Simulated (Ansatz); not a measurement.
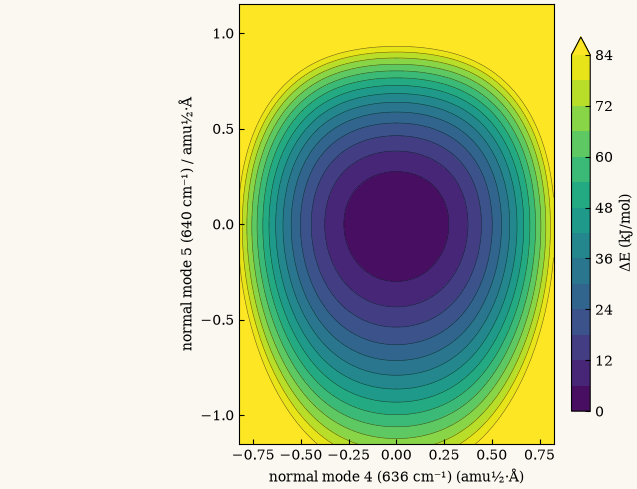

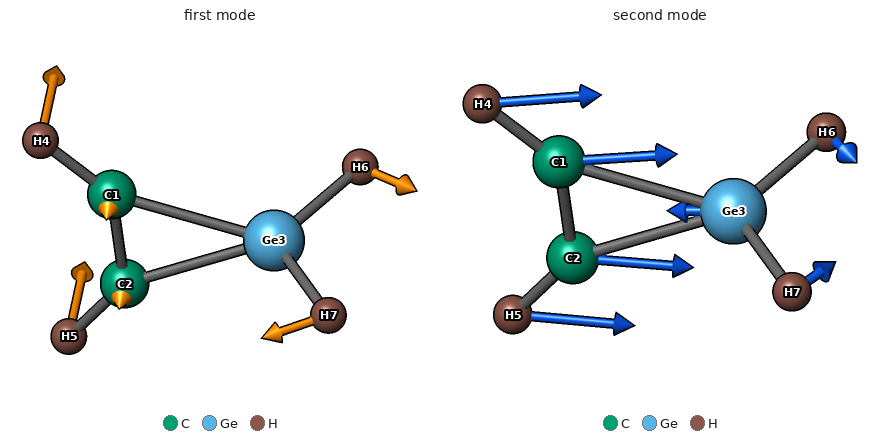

Energy landscape of C2H4Ge, SMILES [CH]1=[CH][GeH2]1. First axis: normal mode 4 (636 cm⁻¹). Second axis: normal mode 5 (640 cm⁻¹). Nothing is relaxed (straight displacements along the two mass-weighted modes). The grid has 9 × 9 points; 45 points were computed and 36 follow by symmetry. Points are written as (first, second). All energies are given in kJ/mol relative to the relaxed molecule at the same level. The restricted reference is unstable at some or all points, so the energies there are unreliable. Computed with RHF-MP2, frozen core/def2-TZVP in Ansatz 0.2.0.

In the figure: filled contours, one colour for all values above the top of the scale. Between grid points the surface is interpolated. The second picture is the structure at the lowest point

Q: Describe this landscape.

A: The lowest grid point is at (0.000 amu½·Å, 0.000 amu½·Å), 0 kJ/mol from the relaxed molecule at the same level. No other kind of well shows on this grid. The highest grid point, (−0.823 amu½·Å, 1.153 amu½·Å), lies 224 kJ/mol above the lowest.

Grid values (kJ/mol):

| normal mode 5 (640 cm⁻¹) ↓, normal mode 4 (636 cm⁻¹) → | −0.823 | −0.618 | −0.412 | −0.206 | 0.000 | 0.206 | 0.412 | 0.618 | 0.823 |
| --- | --- | --- | --- | --- | --- | --- | --- | --- | --- |
| 1.153 | 224 | 179 | 154 | 142 | 138 | 142 | 154 | 179 | 224 |
| 0.865 | 155 | 112 | 86 | 74 | 71 | 74 | 86 | 112 | 155 |
| 0.577 | 112 | 69 | 44 | 32 | 29 | 32 | 44 | 69 | 112 |
| 0.288 | 89 | 47 | 22 | 10 | 7 | 10 | 22 | 47 | 89 |
| 0.000 | 82 | 40 | 15 | 3 | 0 | 3 | 15 | 40 | 82 |
| −0.288 | 87 | 45 | 20 | 9 | 6 | 9 | 20 | 45 | 87 |
| −0.577 | 102 | 60 | 35 | 24 | 20 | 24 | 35 | 60 | 102 |
| −0.865 | 123 | 81 | 57 | 45 | 42 | 45 | 57 | 81 | 123 |
| −1.153 | 150 | 108 | 84 | 72 | 69 | 72 | 84 | 108 | 150 |

Each point was launched as `ansatz run input.yaml --threads 1 --pin off --max-ram 2560MiB --backend cpu --events-out ev --progress --plain --runs-dir out`. Time for the 45 points that were run: 7 min on 1 thread of Intel(R) Xeon(R) Platinum 8375C CPU @ 2.90GHz (Ice Lake), on a shared host.
